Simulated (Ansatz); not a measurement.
# CH₈InNOSi: reading failed and doubtful runs

Aim: try 5 inputs for CH₈InNOSi as typed, read how each ends, and find what has to change.

Computed with Ansatz 0.2.0, Gaussian basis. Level: the settings change from run to run.

## 1. The geometry

The structure was relaxed beforehand with PBE0-D4 in a triple-zeta def2 set. In takes a core potential in def2 sets; no spin-orbit term is included.

SMILES `[CH3][In]([NH2])[O][SiH3]`, 13 atoms, charge 0, spin multiplicity 1.

Atoms are counted from 1 here; the program's logs count them from 0.

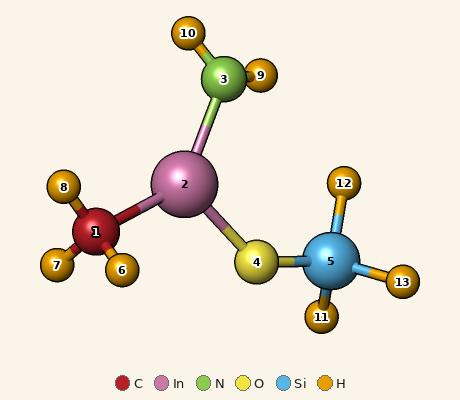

The structure; carbon red, indium pink, nitrogen green, oxygen yellow, silicon blue, hydrogen amber; atoms are numbered from 1 in the order of the file.

## 2. Try 1

in.yaml

```yaml
crystal:
  periodic: [false, false, false]
  atoms:
    - {symbol: C, position_ang: [-0.692399, 2.168158, -1.532975]}
    - {symbol: In, position_ang: [-0.317873, 0.256301, -0.694530]}
    - {symbol: N, position_ang: [-0.430543, -1.657344, -1.286817]}
    - {symbol: O, position_ang: [0.544496, 0.292853, 1.114432]}
    - {symbol: Si, position_ang: [1.033730, -0.792385, 2.209145]}
    - {symbol: H, position_ang: [0.226665, 2.752559, -1.489250]}
    - {symbol: H, position_ang: [-1.455169, 2.672708, -0.939736]}
    - {symbol: H, position_ang: [-1.028624, 2.089447, -2.565499]}
    - {symbol: H, position_ang: [-0.370084, -2.362115, -0.566487]}
    - {symbol: H, position_ang: [-1.098331, -1.935712, -1.988861]}
    - {symbol: H, position_ang: [0.490383, -0.470602, 3.560034]}
    - {symbol: H, position_ang: [0.576523, -2.178826, 1.869077]}
    - {symbol: H, position_ang: [2.521247, -0.835051, 2.311466]}
basis:
  gaussian: {orbitals: def2-TZVP, fitting: {mean_field: cc-pVTZ-jkfit}, nuclear_model: gaussian}
hamiltonian: {xc: {name: revPBE0}, dispersion: d4}
output: {forces: true}
```

The run is started by

```sh
$ ansatz run in.yaml --threads 2 --pin off --events-out ev --progress --plain --max-ram 22528MiB --backend cpu
```

Log:

```text
Functional definition: revPBE0
  name "revPBE0"
  cite "Zhang & Yang, Phys. Rev. Lett. 80, 890 (1998) doi:10.1103/PhysRevLett.80.890"
  cite "Adamo & Barone, J. Chem. Phys. 110, 6158 (1999) doi:10.1063/1.478522"
  cite "Perdew, Burke & Ernzerhof, Phys. Rev. Lett. 77, 3865 (1996) doi:10.1103/PhysRevLett.77.3865"
  parameter a = 0.25
  parameter kappa = 1.245
  parameter beta = 0.06672455060314922
  exchange = (1 - a)*pbe_x(kappa = kappa, mu = beta*pi^2/3) + a*exact_x
  correlation = pbe_c(beta = beta)
Error: <dir> the basis set cc-pVTZ-JKFIT has no functions for In
```

It took 0.1 s on 2 threads of AMD EPYC 7R13, shared host.

Diagnosis: Refused before any calculation. The fitting set named has no entry for an element of this molecule. Cure: leave the fitting key out, or name a set that covers all elements and suits the basis.

## 3. Try 2

in.yaml

```yaml
crystal:
  periodic: [false, false, false]
  atoms:
    - {symbol: C, position_ang: [-0.692399, 2.168158, -1.532975]}
    - {symbol: In, position_ang: [-0.317873, 0.256301, -0.694530]}
    - {symbol: N, position_ang: [-0.430543, -1.657344, -1.286817]}
    - {symbol: O, position_ang: [0.544496, 0.292853, 1.114432]}
    - {symbol: Si, position_ang: [1.033730, -0.792385, 2.209145]}
    - {symbol: H, position_ang: [0.226665, 2.752559, -1.489250]}
    - {symbol: H, position_ang: [-1.455169, 2.672708, -0.939736]}
    - {symbol: H, position_ang: [-1.028624, 2.089447, -2.565499]}
    - {symbol: H, position_ang: [-0.370084, -2.362115, -0.566487]}
    - {symbol: H, position_ang: [-1.098331, -1.935712, -1.988861]}
    - {symbol: H, position_ang: [0.490383, -0.470602, 3.560034]}
    - {symbol: H, position_ang: [0.576523, -2.178826, 1.869077]}
    - {symbol: H, position_ang: [2.521247, -0.835051, 2.311466]}
basis:
  gaussian: {orbitals: def2-mTZVP, fitting: {mean_field: cc-pVTZ-jkfit}}
hamiltonian: {xc: {name: CAM-B3LYP}}
```

The command is unchanged.

Log:

```text
Functional definition: CAM-B3LYP
  name "CAM-B3LYP"
  cite "Yanai, Tew & Handy, Chem. Phys. Lett. 393, 51 (2004) doi:10.1016/j.cplett.2004.06.011"
  cite "Iikura, Tsuneda, Yanai & Hirao, J. Chem. Phys. 115, 3540 (2001) doi:10.1063/1.1383587"
  cite "Becke, Phys. Rev. A 38, 3098 (1988) doi:10.1103/PhysRevA.38.3098"
  cite "Lee, Yang & Parr, Phys. Rev. B 37, 785 (1988) doi:10.1103/PhysRevB.37.785"
  cite "Vosko, Wilk & Nusair, Can. J. Phys. 58, 1200 (1980) doi:10.1139/p80-159"
  parameter alpha = 0.19
  parameter beta = 0.46
  parameter omega = 0.33/bohr
  parameter ac = 0.81
  # Exact exchange under (alpha + beta erf(omega r))/r, Becke's under what is left of 1/r.
  exchange = (1 - alpha - beta)*b88_x + beta*b88_x_sr(omega) + alpha*exact_x + beta*exact_x_lr(omega)
  correlation = (1 - ac)*vwn5_c + ac*lyp_c
Error: <dir> the basis set cc-pVTZ-JKFIT has no functions for In
```

Wall time 0.1 s (2 threads of AMD EPYC 7R13, shared host).

**Diagnosis.** Refused before any calculation. The fitting set named has no entry for an element of this molecule. Cure: leave the fitting key out, or name a set that covers all elements and suits the basis.

## 4. Try 3

in.yaml

```yaml
crystal:
  periodic: [false, false, false]
  atoms:
    - {symbol: C, position_ang: [-0.664703, 2.081431, -1.471656]}
    - {symbol: In, position_ang: [-0.305158, 0.246049, -0.666749]}
    - {symbol: N, position_ang: [-0.413322, -1.591050, -1.235345]}
    - {symbol: O, position_ang: [0.522717, 0.281139, 1.069855]}
    - {symbol: Si, position_ang: [0.992380, -0.760690, 2.120779]}
    - {symbol: H, position_ang: [0.217599, 2.642457, -1.429680]}
    - {symbol: H, position_ang: [-1.396962, 2.565800, -0.902147]}
    - {symbol: H, position_ang: [-0.987479, 2.005870, -2.462879]}
    - {symbol: H, position_ang: [-0.355281, -2.267631, -0.543827]}
    - {symbol: H, position_ang: [-1.054398, -1.858284, -1.909306]}
    - {symbol: H, position_ang: [0.470767, -0.451778, 3.417632]}
    - {symbol: H, position_ang: [0.553463, -2.091673, 1.794314]}
    - {symbol: H, position_ang: [2.420397, -0.801649, 2.219008]}
basis:
  gaussian: {orbitals: ANO-RCC-VTZP}
magnetization: {spin_polarized: true, initial_magnetization: 2}
hamiltonian: {xc: {name: HF}}
correlation: {method: mp2, frozen_orbitals: {C: 0}}
```

The run is started by

```sh
$ ansatz run in.yaml --threads 2 --pin off --events-out ev --progress --plain --max-ram 22528MiB --backend cuda --devices 0, --max-vram 18GiB
```

Log:

```text
Functional definition: HF
  name "HF"
  cite "Fock, Z. Phys. 61, 126 (1930) doi:10.1007/BF01340294"
  parent pbe
  exchange = exact_x
  correlation = 0
Error: "frozen_orbitals" has no count for In
```

It took 0.96 s on 1 × H100 (card shared with other runs) with 2 threads of AMD EPYC 7R13, shared host.

**Diagnosis.** Refused before any calculation. Frozen orbitals are typed for one element alone, and the program wants a count for each. It also asks for charge 0 and multiplicity 3, another species or state than the molecule above. Its coordinates are also moved off the relaxed structure. To mend it, leave frozen_orbitals out, or give every element a count that its core really has, and set charge and spin to those of the species named.

## 5. Try 4

in.yaml

```yaml
crystal:
  periodic: [true, true, true]
  atoms:
    - {symbol: C, position_ang: [-0.692399, 2.168158, -1.532975]}
    - {symbol: In, position_ang: [-0.317873, 0.256301, -0.694530]}
    - {symbol: N, position_ang: [-0.430543, -1.657344, -1.286817]}
    - {symbol: O, position_ang: [0.544496, 0.292853, 1.114432]}
    - {symbol: Si, position_ang: [1.033730, -0.792385, 2.209145]}
    - {symbol: H, position_ang: [0.226665, 2.752559, -1.489250]}
    - {symbol: H, position_ang: [-1.455169, 2.672708, -0.939736]}
    - {symbol: H, position_ang: [-1.028624, 2.089447, -2.565499]}
    - {symbol: H, position_ang: [-0.370084, -2.362115, -0.566487]}
    - {symbol: H, position_ang: [-1.098331, -1.935712, -1.988861]}
    - {symbol: H, position_ang: [0.490383, -0.470602, 3.560034]}
    - {symbol: H, position_ang: [0.576523, -2.178826, 1.869077]}
    - {symbol: H, position_ang: [2.521247, -0.835051, 2.311466]}
basis:
  gaussian: {orbitals: def2-SVPD}
hamiltonian: {xc: {name: revPBE0}, dispersion: d3bj}
output: {forces: true}
```

The run is started by

```sh
$ ansatz run in.yaml --threads 2 --pin off --events-out ev --progress --plain --max-ram 22528MiB --backend cpu
```

Log:

```text
Error: YAML parse error: error: line 2 column 3: crystal: missing field `lattice` (a structure is typed as `lattice` and `atoms`, a molecule's as `atoms` in Å alone, or read from a run's directory, `checkpoint`)
 --> <input>:2:3
  |
1 | crystal:
2 |   periodic: [true, true, true]
  |   ^ crystal: missing field `lattice` (a structure is typed as `lattice` and `atoms`, a molecule's as `atoms` in Å alone, or read from a run's directory, `checkpoint`)
3 |   atoms:
4 |     - {symbol: C, position_ang: [-0.692399, 2.168158, -1.532975]}
  |
```

Run time: 0.05 s. Hardware: 2 threads of AMD EPYC 7R13, shared host.

Diagnosis: The program refused the input. The molecule is marked periodic without a cell. Cure: set periodic to false, or give a lattice.

## 6. Try 5

in.yaml

```yaml
crystal:
  periodic: [true, true, true]
  atoms:
    - {symbol: C, position_ang: [-0.692399, 2.168158, -1.532975]}
    - {symbol: In, position_ang: [-0.317873, 0.256301, -0.694530]}
    - {symbol: N, position_ang: [-0.430543, -1.657344, -1.286817]}
    - {symbol: O, position_ang: [0.544496, 0.292853, 1.114432]}
    - {symbol: Si, position_ang: [1.033730, -0.792385, 2.209145]}
    - {symbol: H, position_ang: [0.226665, 2.752559, -1.489250]}
    - {symbol: H, position_ang: [-1.455169, 2.672708, -0.939736]}
    - {symbol: H, position_ang: [-1.028624, 2.089447, -2.565499]}
    - {symbol: H, position_ang: [-0.370084, -2.362115, -0.566487]}
    - {symbol: H, position_ang: [-1.098331, -1.935712, -1.988861]}
    - {symbol: H, position_ang: [0.490383, -0.470602, 3.560034]}
    - {symbol: H, position_ang: [0.576523, -2.178826, 1.869077]}
    - {symbol: H, position_ang: [2.521247, -0.835051, 2.311466]}
basis:
  gaussian: {orbitals: def2-mTZVPP, final_grid: {core_spheres: 8, valence_spheres: 7, degree: 23}}
total_charge: -1
magnetization: {spin_polarized: true, initial_magnetization: 1}
hamiltonian: {xc: {name: HF}}
scf: {lower_state_search: light}
```

The command is unchanged.

Log:

```text
Error: YAML parse error: error: line 2 column 3: crystal: missing field `lattice` (a structure is typed as `lattice` and `atoms`, a molecule's as `atoms` in Å alone, or read from a run's directory, `checkpoint`)
 --> <input>:2:3
  |
1 | crystal:
2 |   periodic: [true, true, true]
  |   ^ crystal: missing field `lattice` (a structure is typed as `lattice` and `atoms`, a molecule's as `atoms` in Å alone, or read from a run's directory, `checkpoint`)
3 |   atoms:
4 |     - {symbol: C, position_ang: [-0.692399, 2.168158, -1.532975]}
  |
```

It took 0.05 s on 2 threads of AMD EPYC 7R13, shared host.

**Diagnosis.** The program refused the input. The molecule is marked periodic without a cell. It also asks for charge -1 and multiplicity 2, another species or state than the molecule above. Cure: set periodic to false, or give a lattice, and set charge and spin to those of the species named.

## 7. How the tries ended

```
try                 level    ended                                                                                    cause    time
  1     revPBE0/def2-TZVP  refused                       the fitting set named has no entry for an element of this molecule   0.1 s
  2  CAM-B3LYP/def2-mTZVP  refused                       the fitting set named has no entry for an element of this molecule   0.1 s
  3      MP2/ANO-RCC-VTZP  refused  frozen orbitals are typed for one element alone, and the program wants a count for each  0.96 s
  4     revPBE0/def2-SVPD  refused                                           the molecule is marked periodic without a cell  0.05 s
  5        HF/def2-mTZVPP  refused                                           the molecule is marked periodic without a cell  0.05 s
```

**Reading.** 5 refused. A refusal costs next to no computing time.
